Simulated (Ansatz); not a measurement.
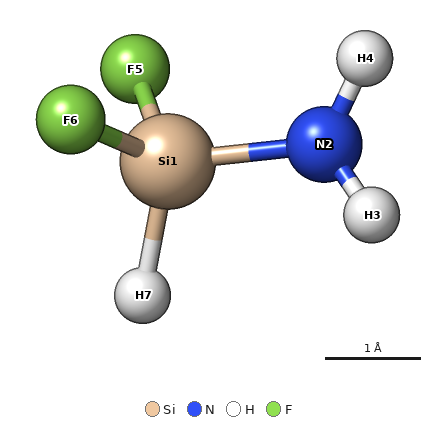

Fig. 1: The starting structure (ball-and-stick view, seen at a tilt; atoms are numbered from 1 in the order of the input). Bond lengths as drawn: F–Si 1.60 to 1.61 Å, H–N 1.01 Å, H–Si 1.47 Å and N–Si 1.70 Å.

## Molecular dynamics of SiNH₃F₂ (part 1 of 2)

SiNH₃F₂, computed with RKS B3LYP/6-31G* (Ansatz 0.2.0).

It belongs to a series of runs on one base structure; here: dynamics from the start. Figures and captions count atoms from 1; the log counts them from 0 in places.

**Log**
```
Engine: ansatz 0.2.0, aarch64-unknown-linux-gnu
Functional definition: B3LYP
  parameter a0 = 0.2
  parameter ax = 0.72
  parameter ac = 0.81
  exchange = (1 - a0 - ax)*slater_x + ax*b88_x + a0*exact_x
  correlation = (1 - ac)*vwn_rpa_c + ac*lyp_c
703 factors; integrals over basis functions are off by at most 3.5e-4 eV
mean field evaluation 1: about -14847.1322 eV, gradient 6.5e1 eV
mean field evaluation 2: about -14838.9499 eV, gradient 9.0e1 eV
mean field evaluation 4: about -14854.2391 eV, gradient 2.8e0 eV
mean field evaluation 8: about -14854.2671 eV, gradient 1.6e-2 eV
mean field -14854.26705343 eV, -545.8842456296 hartree, gradient 4.2e-5 eV, S^2 0.000000; 0 other end points of the search recorded, 0 dependent functions left out
the calculation of the forces begins
reference -14854.26726335 eV, -545.8842533442 hartree; 21, 21 occupied and 49, 49 virtual orbitals, 703 factors
md step     0: t =     0.00 fs  T =   300.0 K  F+E_penalty+E_count = -14854.26705343 eV  E_kin = 0.193890 eV  conserved = -14854.07316343 eV  (23 SCF iters)
these checks for a lower state are left out or cut short: starts, cluster_reference, orbital_swaps, neighbouring_geometries, increment
703 factors; integrals over basis functions are off by at most 3.5e-4 eV
mean field evaluation 16: about -14854.2656 eV, gradient 3.5e-1 eV
mean field -14854.26597805 eV, -545.8842061101 hartree, gradient 2.4e-5 eV, S^2 0.000000; 0 other end points of the search recorded, 0 dependent functions left out
the calculation of the forces begins
reference -14854.26618805 eV, -545.8842138278 hartree; 21, 21 occupied and 49, 49 virtual orbitals, 703 factors
md step     1: t =     0.25 fs  T =   298.3 K  F+E_penalty+E_count = -14854.26597805 eV  E_kin = 0.192823 eV  conserved = -14854.07315476 eV  (21 SCF iters)
[... from here on the SCF iterations and repeated set-up lines of each step are left out, up to the last step ...]
md step     2: t =     0.50 fs  T =   293.4 K  F+E_penalty+E_count = -14854.26273540 eV  E_kin = 0.189601 eV  conserved = -14854.07313435 eV  (22 SCF iters)
md step     3: t =     0.75 fs  T =   285.5 K  F+E_penalty+E_count = -14854.25763997 eV  E_kin = 0.184536 eV  conserved = -14854.07310452 eV  (21 SCF iters)
md step     4: t =     1.00 fs  T =   275.6 K  F+E_penalty+E_count = -14854.25115703 eV  E_kin = 0.178089 eV  conserved = -14854.07306858 eV  (21 SCF iters)
md step     5: t =     1.25 fs  T =   264.3 K  F+E_penalty+E_count = -14854.24385025 eV  E_kin = 0.170820 eV  conserved = -14854.07303042 eV  (21 SCF iters)
md step     6: t =     1.50 fs  T =   252.7 K  F+E_penalty+E_count = -14854.23631983 eV  E_kin = 0.163327 eV  conserved = -14854.07299428 eV  (21 SCF iters)
md step     7: t =     1.75 fs  T =   241.6 K  F+E_penalty+E_count = -14854.22913722 eV  E_kin = 0.156176 eV  conserved = -14854.07296369 eV  (21 SCF iters)
md step     8: t =     2.00 fs  T =   231.9 K  F+E_penalty+E_count = -14854.22278578 eV  E_kin = 0.149847 eV  conserved = -14854.07294182 eV  (22 SCF iters)
md step     9: t =     2.25 fs  T =   223.9 K  F+E_penalty+E_count = -14854.21761198 eV  E_kin = 0.144686 eV  conserved = -14854.07293062 eV  (21 SCF iters)
md step    10: t =     2.50 fs  T =   218.0 K  F+E_penalty+E_count = -14854.21379458 eV  E_kin = 0.140871 eV  conserved = -14854.07293070 eV  (22 SCF iters)
md step    11: t =     2.75 fs  T =   214.1 K  F+E_penalty+E_count = -14854.21133441 eV  E_kin = 0.138403 eV  conserved = -14854.07294110 eV  (21 SCF iters)
md step    12: t =     3.00 fs  T =   212.2 K  F+E_penalty+E_count = -14854.21006641 eV  E_kin = 0.137118 eV  conserved = -14854.07296037 eV  (21 SCF iters)
md step    13: t =     3.25 fs  T =   211.5 K  F+E_penalty+E_count = -14854.20968814 eV  E_kin = 0.136718 eV  conserved = -14854.07298549 eV  (21 SCF iters)
md step    14: t =     3.50 fs  T =   211.7 K  F+E_penalty+E_count = -14854.20980451 eV  E_kin = 0.136811 eV  conserved = -14854.07301321 eV  (21 SCF iters)
md step    15: t =     3.75 fs  T =   211.9 K  F+E_penalty+E_count = -14854.20997921 eV  E_kin = 0.136963 eV  conserved = -14854.07304013 eV  (21 SCF iters)
md step    16: t =     4.00 fs  T =   211.6 K  F+E_penalty+E_count = -14854.20978843 eV  E_kin = 0.136754 eV  conserved = -14854.07306331 eV  (21 SCF iters)
md step    17: t =     4.25 fs  T =   210.2 K  F+E_penalty+E_count = -14854.20886981 eV  E_kin = 0.135824 eV  conserved = -14854.07307994 eV  (22 SCF iters)
md step    18: t =     4.50 fs  T =   207.2 K  F+E_penalty+E_count = -14854.20696463 eV  E_kin = 0.133916 eV  conserved = -14854.07308824 eV  (23 SCF iters)
md step    19: t =     4.75 fs  T =   202.5 K  F+E_penalty+E_count = -14854.20394710 eV  E_kin = 0.130906 eV  conserved = -14854.07308722 eV  (22 SCF iters)
md step    20: t =     5.00 fs  T =   196.2 K  F+E_penalty+E_count = -14854.19984027 eV  E_kin = 0.126816 eV  conserved = -14854.07307686 eV  (22 SCF iters)
md step    21: t =     5.25 fs  T =   188.5 K  F+E_penalty+E_count = -14854.19481595 eV  E_kin = 0.121817 eV  conserved = -14854.07305816 eV  (24 SCF iters)
md step    22: t =     5.50 fs  T =   179.8 K  F+E_penalty+E_count = -14854.18917791 eV  E_kin = 0.116211 eV  conserved = -14854.07303319 eV  (23 SCF iters)
md step    23: t =     5.75 fs  T =   170.8 K  F+E_penalty+E_count = -14854.18332858 eV  E_kin = 0.110397 eV  conserved = -14854.07300497 eV  (21 SCF iters)
md step    24: t =     6.00 fs  T =   162.2 K  F+E_penalty+E_count = -14854.17772112 eV  E_kin = 0.104826 eV  conserved = -14854.07297705 eV  (21 SCF iters)
md step    25: t =     6.25 fs  T =   154.6 K  F+E_penalty+E_count = -14854.17280196 eV  E_kin = 0.099938 eV  conserved = -14854.07295333 eV  (21 SCF iters)
md step    26: t =     6.50 fs  T =   148.7 K  F+E_penalty+E_count = -14854.16894968 eV  E_kin = 0.096110 eV  conserved = -14854.07293733 eV  (22 SCF iters)
md step    27: t =     6.75 fs  T =   144.8 K  F+E_penalty+E_count = -14854.16641964 eV  E_kin = 0.093594 eV  conserved = -14854.07293167 eV  (21 SCF iters)
md step    28: t =     7.00 fs  T =   143.1 K  F+E_penalty+E_count = -14854.16530319 eV  E_kin = 0.092480 eV  conserved = -14854.07293753 eV  (21 SCF iters)
md step    29: t =     7.25 fs  T =   143.4 K  F+E_penalty+E_count = -14854.16550900 eV  E_kin = 0.092678 eV  conserved = -14854.07295447 eV  (22 SCF iters)
md step    30: t =     7.50 fs  T =   145.3 K  F+E_penalty+E_count = -14854.16677064 eV  E_kin = 0.093924 eV  conserved = -14854.07298033 eV  (21 SCF iters)
md step    31: t =     7.75 fs  T =   148.2 K  F+E_penalty+E_count = -14854.16868015 eV  E_kin = 0.095813 eV  conserved = -14854.07301159 eV  (21 SCF iters)
md step    32: t =     8.00 fs  T =   151.4 K  F+E_penalty+E_count = -14854.17074293 eV  E_kin = 0.097855 eV  conserved = -14854.07304407 eV  (21 SCF iters)
md step    33: t =     8.25 fs  T =   154.0 K  F+E_penalty+E_count = -14854.17244478 eV  E_kin = 0.099541 eV  conserved = -14854.07307328 eV  (21 SCF iters)
md step    34: t =     8.50 fs  T =   155.4 K  F+E_penalty+E_count = -14854.17332229 eV  E_kin = 0.100409 eV  conserved = -14854.07309553 eV  (22 SCF iters)
md step    35: t =     8.75 fs  T =   154.9 K  F+E_penalty+E_count = -14854.17302441 eV  E_kin = 0.100114 eV  conserved = -14854.07310732 eV  (21 SCF iters)
md step    36: t =     9.00 fs  T =   152.4 K  F+E_penalty+E_count = -14854.17136141 eV  E_kin = 0.098465 eV  conserved = -14854.07310729 eV  (21 SCF iters)
md step    37: t =     9.25 fs  T =   147.7 K  F+E_penalty+E_count = -14854.16833061 eV  E_kin = 0.095461 eV  conserved = -14854.07309513 eV  (21 SCF iters)
md step    38: t =     9.50 fs  T =   141.2 K  F+E_penalty+E_count = -14854.16412066 eV  E_kin = 0.091289 eV  conserved = -14854.07307211 eV  (21 SCF iters)
md step    39: t =     9.75 fs  T =   133.5 K  F+E_penalty+E_count = -14854.15909259 eV  E_kin = 0.086307 eV  conserved = -14854.07304070 eV  (21 SCF iters)
md step    40: t =    10.00 fs  T =   125.3 K  F+E_penalty+E_count = -14854.15374063 eV  E_kin = 0.081005 eV  conserved = -14854.07300438 eV  (21 SCF iters)
md step    41: t =    10.25 fs  T =   117.5 K  F+E_penalty+E_count = -14854.14863741 eV  E_kin = 0.075953 eV  conserved = -14854.07296724 eV  (21 SCF iters)
md step    42: t =    10.50 fs  T =   111.0 K  F+E_penalty+E_count = -14854.14436922 eV  E_kin = 0.071733 eV  conserved = -14854.07293350 eV  (22 SCF iters)
md step    43: t =    10.75 fs  T =   106.6 K  F+E_penalty+E_count = -14854.14146889 eV  E_kin = 0.068873 eV  conserved = -14854.07290709 eV  (21 SCF iters)
md step    44: t =    11.00 fs  T =   104.9 K  F+E_penalty+E_count = -14854.14035398 eV  E_kin = 0.067787 eV  conserved = -14854.07289108 eV  (24 SCF iters)
md step    45: t =    11.25 fs  T =   106.3 K  F+E_penalty+E_count = -14854.14127770 eV  E_kin = 0.068729 eV  conserved = -14854.07288737 eV  (22 SCF iters)
md step    46: t =    11.50 fs  T =   111.0 K  F+E_penalty+E_count = -14854.14429887 eV  E_kin = 0.071757 eV  conserved = -14854.07289635 eV  (21 SCF iters)
md step    47: t =    11.75 fs  T =   118.7 K  F+E_penalty+E_count = -14854.14927461 eV  E_kin = 0.076729 eV  conserved = -14854.07291715 eV  (21 SCF iters)
md step    48: t =    12.00 fs  T =   128.9 K  F+E_penalty+E_count = -14854.15587547 eV  E_kin = 0.083318 eV  conserved = -14854.07294741 eV  (22 SCF iters)
md step    49: t =    12.25 fs  T =   140.9 K  F+E_penalty+E_count = -14854.16362171 eV  E_kin = 0.091049 eV  conserved = -14854.07298391 eV  (20 SCF iters)
md step    50: t =    12.50 fs  T =   153.7 K  F+E_penalty+E_count = -14854.17193428 eV  E_kin = 0.099346 eV  conserved = -14854.07302282 eV  (21 SCF iters)
md step    51: t =    12.75 fs  T =   166.5 K  F+E_penalty+E_count = -14854.18019490 eV  E_kin = 0.107596 eV  conserved = -14854.07306029 eV  (21 SCF iters)
md step    52: t =    13.00 fs  T =   178.3 K  F+E_penalty+E_count = -14854.18780765 eV  E_kin = 0.115205 eV  conserved = -14854.07309274 eV  (21 SCF iters)
md step    53: t =    13.25 fs  T =   188.2 K  F+E_penalty+E_count = -14854.19425627 eV  E_kin = 0.121660 eV  conserved = -14854.07311717 eV  (22 SCF iters)
md step    54: t =    13.50 fs  T =   195.8 K  F+E_penalty+E_count = -14854.19915205 eV  E_kin = 0.126576 eV  conserved = -14854.07313119 eV  (22 SCF iters)
md step    55: t =    13.75 fs  T =   200.7 K  F+E_penalty+E_count = -14854.20226951 eV  E_kin = 0.129726 eV  conserved = -14854.07313386 eV  (22 SCF iters)
md step    56: t =    14.00 fs  T =   202.8 K  F+E_penalty+E_count = -14854.20356552 eV  E_kin = 0.131067 eV  conserved = -14854.07312534 eV  (22 SCF iters)
md step    57: t =    14.25 fs  T =   202.3 K  F+E_penalty+E_count = -14854.20318066 eV  E_kin = 0.130738 eV  conserved = -14854.07310593 eV  (22 SCF iters)
md step    58: t =    14.50 fs  T =   199.7 K  F+E_penalty+E_count = -14854.20142539 eV  E_kin = 0.129048 eV  conserved = -14854.07307795 eV  (22 SCF iters)
md step    59: t =    14.75 fs  T =   195.6 K  F+E_penalty+E_count = -14854.19874534 eV  E_kin = 0.126439 eV  conserved = -14854.07304446 eV  (22 SCF iters)
md step    60: t =    15.00 fs  T =   191.0 K  F+E_penalty+E_count = -14854.19567226 eV  E_kin = 0.123438 eV  conserved = -14854.07300936 eV  (22 SCF iters)
md step    61: t =    15.25 fs  T =   186.6 K  F+E_penalty+E_count = -14854.19276248 eV  E_kin = 0.120597 eV  conserved = -14854.07297670 eV  (21 SCF iters)
md step    62: t =    15.50 fs  T =   183.2 K  F+E_penalty+E_count = -14854.19053085 eV  E_kin = 0.118428 eV  conserved = -14854.07295080 eV  (21 SCF iters)
md step    63: t =    15.75 fs  T =   181.6 K  F+E_penalty+E_count = -14854.18938626 eV  E_kin = 0.117336 eV  conserved = -14854.07293480 eV  (21 SCF iters)
md step    64: t =    16.00 fs  T =   181.9 K  F+E_penalty+E_count = -14854.18958054 eV  E_kin = 0.117571 eV  conserved = -14854.07293070 eV  (21 SCF iters)
md step    65: t =    16.25 fs  T =   184.4 K  F+E_penalty+E_count = -14854.19117694 eV  E_kin = 0.119198 eV  conserved = -14854.07293891 eV  (21 SCF iters)
md step    66: t =    16.50 fs  T =   188.9 K  F+E_penalty+E_count = -14854.19404413 eV  E_kin = 0.122085 eV  conserved = -14854.07295811 eV  (21 SCF iters)
md step    67: t =    16.75 fs  T =   194.8 K  F+E_penalty+E_count = -14854.19787694 eV  E_kin = 0.125931 eV  conserved = -14854.07298550 eV  (24 SCF iters)
md step    68: t =    17.00 fs  T =   201.6 K  F+E_penalty+E_count = -14854.20224042 eV  E_kin = 0.130306 eV  conserved = -14854.07301723 eV  (21 SCF iters)
md step    69: t =    17.25 fs  T =   208.4 K  F+E_penalty+E_count = -14854.20663021 eV  E_kin = 0.134709 eV  conserved = -14854.07304904 eV  (21 SCF iters)
md step    70: t =    17.50 fs  T =   214.5 K  F+E_penalty+E_count = -14854.21054018 eV  E_kin = 0.138638 eV  conserved = -14854.07307679 eV  (21 SCF iters)
md step    71: t =    17.75 fs  T =   219.2 K  F+E_penalty+E_count = -14854.21352761 eV  E_kin = 0.141653 eV  conserved = -14854.07309700 eV  (21 SCF iters)
md step    72: t =    18.00 fs  T =   221.9 K  F+E_penalty+E_count = -14854.21526820 eV  E_kin = 0.143434 eV  conserved = -14854.07310738 eV  (22 SCF iters)
md step    73: t =    18.25 fs  T =   222.5 K  F+E_penalty+E_count = -14854.21559386 eV  E_kin = 0.143811 eV  conserved = -14854.07310680 eV  (22 SCF iters)
md step    74: t =    18.50 fs  T =   220.9 K  F+E_penalty+E_count = -14854.21451065 eV  E_kin = 0.142790 eV  conserved = -14854.07309545 eV  (22 SCF iters)
md step    75: t =    18.75 fs  T =   217.5 K  F+E_penalty+E_count = -14854.21219545 eV  E_kin = 0.140546 eV  conserved = -14854.07307499 eV  (22 SCF iters)
md step    76: t =    19.00 fs  T =   212.6 K  F+E_penalty+E_count = -14854.20897120 eV  E_kin = 0.137400 eV  conserved = -14854.07304786 eV  (22 SCF iters)
md step    77: t =    19.25 fs  T =   207.0 K  F+E_penalty+E_count = -14854.20526566 eV  E_kin = 0.133774 eV  conserved = -14854.07301766 eV  (22 SCF iters)
md step    78: t =    19.50 fs  T =   201.4 K  F+E_penalty+E_count = -14854.20155587 eV  E_kin = 0.130143 eV  conserved = -14854.07298837 eV  (21 SCF iters)
md step    79: t =    19.75 fs  T =   196.5 K  F+E_penalty+E_count = -14854.19830597 eV  E_kin = 0.126966 eV  conserved = -14854.07296371 eV  (21 SCF iters)
md step    80: t =    20.00 fs  T =   192.8 K  F+E_penalty+E_count = -14854.19590634 eV  E_kin = 0.124631 eV  conserved = -14854.07294712 eV  (21 SCF iters)
md step    81: t =    20.25 fs  T =   190.9 K  F+E_penalty+E_count = -14854.19462042 eV  E_kin = 0.123399 eV  conserved = -14854.07294091 eV  (20 SCF iters)
md step    82: t =    20.50 fs  T =   190.9 K  F+E_penalty+E_count = -14854.19454807 eV  E_kin = 0.123369 eV  conserved = -14854.07294610 eV  (21 SCF iters)
md step    83: t =    20.75 fs  T =   192.6 K  F+E_penalty+E_count = -14854.19560942 eV  E_kin = 0.124464 eV  conserved = -14854.07296185 eV  (21 SCF iters)
md step    84: t =    21.00 fs  T =   195.6 K  F+E_penalty+E_count = -14854.19755375 eV  E_kin = 0.126433 eV  conserved = -14854.07298687 eV  (21 SCF iters)
md step    85: t =    21.25 fs  T =   199.4 K  F+E_penalty+E_count = -14854.19998732 eV  E_kin = 0.128887 eV  conserved = -14854.07301791 eV  (23 SCF iters)
md step    86: t =    21.50 fs  T =   203.2 K  F+E_penalty+E_count = -14854.20242162 eV  E_kin = 0.131341 eV  conserved = -14854.07305126 eV  (23 SCF iters)
md step    87: t =    21.75 fs  T =   206.2 K  F+E_penalty+E_count = -14854.20433117 eV  E_kin = 0.133274 eV  conserved = -14854.07308306 eV  (22 SCF iters)
md step    88: t =    22.00 fs  T =   207.6 K  F+E_penalty+E_count = -14854.20521524 eV  E_kin = 0.134187 eV  conserved = -14854.07310963 eV  (23 SCF iters)
md step    89: t =    22.25 fs  T =   206.8 K  F+E_penalty+E_count = -14854.20465599 eV  E_kin = 0.133666 eV  conserved = -14854.07312788 eV  (22 SCF iters)
md step    90: t =    22.50 fs  T =   203.4 K  F+E_penalty+E_count = -14854.20236785 eV  E_kin = 0.131426 eV  conserved = -14854.07313564 eV  (25 SCF iters)
md step    91: t =    22.75 fs  T =   197.0 K  F+E_penalty+E_count = -14854.19823337 eV  E_kin = 0.127351 eV  conserved = -14854.07313194 eV  (23 SCF iters)
md step    92: t =    23.00 fs  T =   188.0 K  F+E_penalty+E_count = -14854.19232181 eV  E_kin = 0.121509 eV  conserved = -14854.07311604 eV  (22 SCF iters)
md step    93: t =    23.25 fs  T =   176.6 K  F+E_penalty+E_count = -14854.18489269 eV  E_kin = 0.114158 eV  conserved = -14854.07308931 eV  (22 SCF iters)
md step    94: t =    23.50 fs  T =   163.6 K  F+E_penalty+E_count = -14854.17637740 eV  E_kin = 0.105727 eV  conserved = -14854.07305394 eV  (22 SCF iters)
md step    95: t =    23.75 fs  T =   149.7 K  F+E_penalty+E_count = -14854.16734390 eV  E_kin = 0.096780 eV  conserved = -14854.07301318 eV  (22 SCF iters)
md step    96: t =    24.00 fs  T =   136.1 K  F+E_penalty+E_count = -14854.15844428 eV  E_kin = 0.087965 eV  conserved = -14854.07297116 eV  (22 SCF iters)
md step    97: t =    24.25 fs  T =   123.7 K  F+E_penalty+E_count = -14854.15034919 eV  E_kin = 0.079947 eV  conserved = -14854.07293249 eV  (23 SCF iters)
md step    98: t =    24.50 fs  T =   113.5 K  F+E_penalty+E_count = -14854.14367541 eV  E_kin = 0.073340 eV  conserved = -14854.07290150 eV  (22 SCF iters)
md step    99: t =    24.75 fs  T =   106.2 K  F+E_penalty+E_count = -14854.13891564 eV  E_kin = 0.068634 eV  conserved = -14854.07288195 eV  (21 SCF iters)
md step   100: t =    25.00 fs  T =   102.3 K  F+E_penalty+E_count = -14854.13637933 eV  E_kin = 0.066136 eV  conserved = -14854.07287643 eV  (21 SCF iters)
md step   101: t =    25.25 fs  T =   102.0 K  F+E_penalty+E_count = -14854.13615371 eV  E_kin = 0.065934 eV  conserved = -14854.07288561 eV  (21 SCF iters)
md step   102: t =    25.50 fs  T =   105.0 K  F+E_penalty+E_count = -14854.13809247 eV  E_kin = 0.067884 eV  conserved = -14854.07290834 eV  (21 SCF iters)
md step   103: t =    25.75 fs  T =   110.8 K  F+E_penalty+E_count = -14854.14183384 eV  E_kin = 0.071628 eV  conserved = -14854.07294173 eV  (21 SCF iters)
md step   104: t =    26.00 fs  T =   118.6 K  F+E_penalty+E_count = -14854.14684620 eV  E_kin = 0.076639 eV  conserved = -14854.07298156 eV  (21 SCF iters)
md step   105: t =    26.25 fs  T =   127.3 K  F+E_penalty+E_count = -14854.15249451 eV  E_kin = 0.082288 eV  conserved = -14854.07302289 eV  (21 SCF iters)
md step   106: t =    26.50 fs  T =   136.0 K  F+E_penalty+E_count = -14854.15811807 eV  E_kin = 0.087919 eV  conserved = -14854.07306076 eV  (21 SCF iters)
md step   107: t =    26.75 fs  T =   143.8 K  F+E_penalty+E_count = -14854.16310891 eV  E_kin = 0.092929 eV  conserved = -14854.07309083 eV  (22 SCF iters)
md step   108: t =    27.00 fs  T =   149.8 K  F+E_penalty+E_count = -14854.16698075 eV  E_kin = 0.096834 eV  conserved = -14854.07310987 eV  (22 SCF iters)
md step   109: t =    27.25 fs  T =   153.7 K  F+E_penalty+E_count = -14854.16942063 eV  E_kin = 0.099323 eV  conserved = -14854.07311601 eV  (22 SCF iters)
md step   110: t =    27.50 fs  T =   155.2 K  F+E_penalty+E_count = -14854.17031786 eV  E_kin = 0.100283 eV  conserved = -14854.07310892 eV  (22 SCF iters)
md step   111: t =    27.75 fs  T =   154.4 K  F+E_penalty+E_count = -14854.16976856 eV  E_kin = 0.099810 eV  conserved = -14854.07309043 eV  (22 SCF iters)
md step   112: t =    28.00 fs  T =   151.9 K  F+E_penalty+E_count = -14854.16805321 eV  E_kin = 0.098179 eV  conserved = -14854.07306305 eV  (21 SCF iters)
md step   113: t =    28.25 fs  T =   148.2 K  F+E_penalty+E_count = -14854.16559463 eV  E_kin = 0.095809 eV  conserved = -14854.07303048 eV  (22 SCF iters)
md step   114: t =    28.50 fs  T =   144.2 K  F+E_penalty+E_count = -14854.16289838 eV  E_kin = 0.093202 eV  conserved = -14854.07299712 eV  (24 SCF iters)
md step   115: t =    28.75 fs  T =   140.6 K  F+E_penalty+E_count = -14854.16048407 eV  E_kin = 0.090873 eV  conserved = -14854.07296731 eV  (21 SCF iters)
md step   116: t =    29.00 fs  T =   138.1 K  F+E_penalty+E_count = -14854.15881700 eV  E_kin = 0.089282 eV  conserved = -14854.07294481 eV  (21 SCF iters)
md step   117: t =    29.25 fs  T =   137.4 K  F+E_penalty+E_count = -14854.15824904 eV  E_kin = 0.088781 eV  conserved = -14854.07293225 eV  (21 SCF iters)
md step   118: t =    29.50 fs  T =   138.6 K  F+E_penalty+E_count = -14854.15897694 eV  E_kin = 0.089566 eV  conserved = -14854.07293079 eV  (21 SCF iters)
md step   119: t =    29.75 fs  T =   141.8 K  F+E_penalty+E_count = -14854.16102356 eV  E_kin = 0.091660 eV  conserved = -14854.07294006 eV  (21 SCF iters)
md step   120: t =    30.00 fs  T =   146.9 K  F+E_penalty+E_count = -14854.16424321 eV  E_kin = 0.094920 eV  conserved = -14854.07295825 eV  (21 SCF iters)
md step   121: t =    30.25 fs  T =   153.3 K  F+E_penalty+E_count = -14854.16834931 eV  E_kin = 0.099064 eV  conserved = -14854.07298256 eV  (21 SCF iters)
```
